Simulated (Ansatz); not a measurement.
Partial pair distribution functions of a relaxed model of amorphous Hf18O39B2, broadened by 0.06 Å; density 8.42 g/cm³. Calculation: PBE, scalar-relativistic without spin-orbit coupling (plane waves to 420 eV, PAW; Ansatz, a first-principles code).

Preparation: random packing, a CHGNet melt and quench, and a DFT relaxation. O atoms were pushed apart under 1.9 Å during the dynamics, to hinder bonds among them. The hot cell started wider than the set density and was brought back towards it in steps. It is the lowest in DFT energy of 2 quenches. It is a model cell: composition and starting density were chosen by hand, and all elements were melted together. No dispersion term was used. Its density started from a set value of 8.42 and ended at 8.42 g/cm³. Cooling (nominally 450 K/ps over its main leg) ran many orders faster than in experiment, which tends to leave more defects and strain. One small periodic cell is one sample of the glass; other quenches scatter about these values. The volume was held where the preparation left it and the shape relaxed, at a PBE pressure of 1.4 GPa. Stress components on the final sampling reach 1.5 GPa.

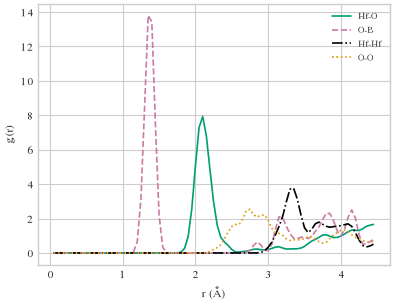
Fig. 1. Partial pair distribution functions

Highest peaks under 4.5 Å: Hf-O near 2.10 Å, O-B near 1.35 Å, Hf-Hf near 3.35 Å, O-O near 2.75 Å; pairs of few atoms are noisy.

Within 2.56 Å each Hf has 6.17 O neighbours on average.
